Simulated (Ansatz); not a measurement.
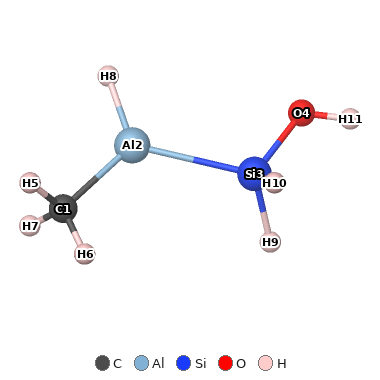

The system is CH7AlOSi, SMILES [CH3][AlH][SiH2]O; the picture shows the reference structure. Coordinates scanned: (1) dihedral C1–Al2–Si3–O4; (2) dihedral Al2–Si3–O4–H11. Nothing is relaxed (all other coordinates rigid). The scan uses an 8 × 8 grid. All energies are given in cm⁻¹ relative to the relaxed molecule at the same level. These are results of RKS PBE0-D4/def2-TZVP (Ansatz 0.2.0), not measurements.

Its coordinates:

```xyz
11

C    -0.9672    2.0534   -0.0066
Al   -0.3401    0.4087   -0.8568
Si    0.7362   -1.3366    0.5086
O     1.1248   -2.6380   -0.4493
H    -0.5059    2.9284   -0.4777
H    -0.7641    2.1012    1.0653
H    -2.0481    2.1645   -0.1488
H    -0.5367    0.2232   -2.4255
H    -0.1505   -1.7710    1.6380
H     1.9639   -0.8112    1.1923
H     1.5530   -3.3797   -0.0190
```

Range: dihedral C1–Al2–Si3–O4 from −180 to 135°; dihedral Al2–Si3–O4–H11 from −180 to 135°.

Question: What will the energy surface look like?

Answer: The lowest grid point is at dihedral C1–Al2–Si3–O4 = 0°, dihedral Al2–Si3–O4–H11 = −180°, −80 cm⁻¹ from the relaxed molecule at the same level. Higher local minima lie near dihedral C1–Al2–Si3–O4 = −180°, dihedral Al2–Si3–O4–H11 = −180° (80 cm⁻¹ above the lowest at that grid point); dihedral C1–Al2–Si3–O4 = −180°, dihedral Al2–Si3–O4–H11 = 0° (459 cm⁻¹ above the lowest at that grid point); dihedral C1–Al2–Si3–O4 = 0°, dihedral Al2–Si3–O4–H11 = 0° (497 cm⁻¹ above the lowest at that grid point). The highest grid point, dihedral C1–Al2–Si3–O4 = 90°, dihedral Al2–Si3–O4–H11 = 0°, lies 1232 cm⁻¹ above the lowest. On the interpolated surface the easiest way out of the lowest well to the well at dihedral C1–Al2–Si3–O4 = −180°, dihedral Al2–Si3–O4–H11 = −180° passes a barrier of about 360 cm⁻¹. Round the minimum the two coordinates are weakly coupled (coupling −0.07 in units of the two stiffnesses).

```csv
"dihedral Al2–Si3–O4–H11 ↓, dihedral C1–Al2–Si3–O4 →",−180,−135,−90,−45,0,45,90,135
135,312,466,553,354,208,415,535,382
90,620,839,863,616,509,756,826,619
45,500,894,1010,627,467,836,976,594
0,379,771,1149,769,417,773,1152,769
−45,499,595,974,831,469,630,1013,894
−90,620,620,824,752,510,620,866,839
−135,313,385,535,412,209,359,556,465
−180,0,136,280,107,−80,111,280,133
```

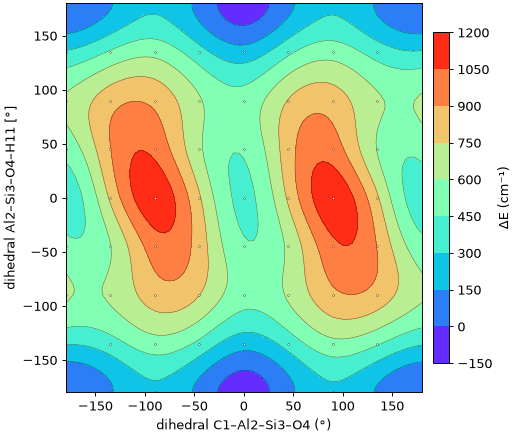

In the figure: filled contours, dots at the grid points. Between grid points the surface is interpolated.

Each point was launched as `ansatz run input.yaml --threads 1 --pin off --max-ram 2560MiB --backend cpu --events-out ev --progress --plain --runs-dir out`. The whole map (64 points run) took 12 min on 1 thread of Arm Neoverse V1 (shared host).
